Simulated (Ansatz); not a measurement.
Cost and result by functional for the adsorption energy of NH3 on the 1x1 (10-10) surface of wurtzite GaN (cut with top plane Ga + N), one in a 2x1 cell, started at the site 'top Ga #2', in Ansatz (plane waves, PAW). Single points on the PBE structure, on one kind of machine; costs are rough ratios of the slab run's core time (references not counted) to the cheapest single point. r2SCAN's cost holds its higher cutoff (500 against 420 eV). Differences are taken against HSE06 for comparison alone: no measured value is at hand, so the table doesn't rank accuracy. HSE06 ran on a coarser k-mesh, which lowers its cost and may carry part of its shift.

Host crystal: wurtzite GaN, with a band gap (PBE, scalar-relativistic without spin-orbit coupling).

Set-up: 36 atoms, 9.3 Å thick at the start under the adsorbate (thin: gaps and levels are the slab's own); mesh 3x4x1; 0.01 eV smearing; dipole correction on; 16 atoms held, the rest relaxed; no symmetry held; no spin, no spin-orbit, no U, no dispersion correction. At the end it is bonded to Ga. In PBE it is, or lies within 0.03 eV of, the lowest of the starts that converged. These notes are the PBE run's. Adsorption energies are against NH3(g). A negative adsorption energy means that the adsorbate is more stable on the surface than in its reference.

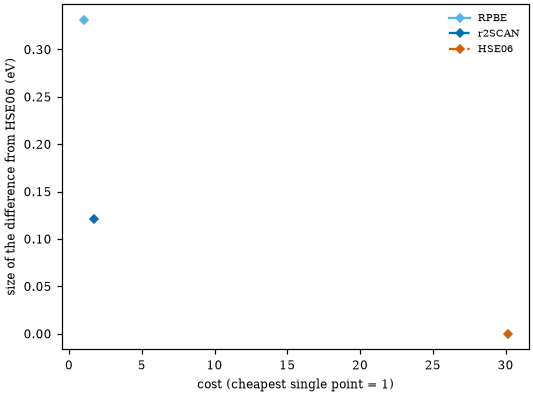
Figure. Difference from HSE06 against cost

```
functional                     relative cost  adsorption energy (eV)  less HSE06 (eV)
-----------------------------  -------------  ----------------------  ---------------
RPBE                                       1                   -0.94             0.33
r2SCAN                                     2                   -1.39            -0.12
HSE06                                     30                   -1.27             0.00
PBE (the relaxed run's value)              –                   -1.21             0.06
```

The values span 0.45 eV, while the single points' costs differ by a factor of roughly 30. Differences are of unrounded values.

Ansatz is a quantum-chemistry and plane-wave program.
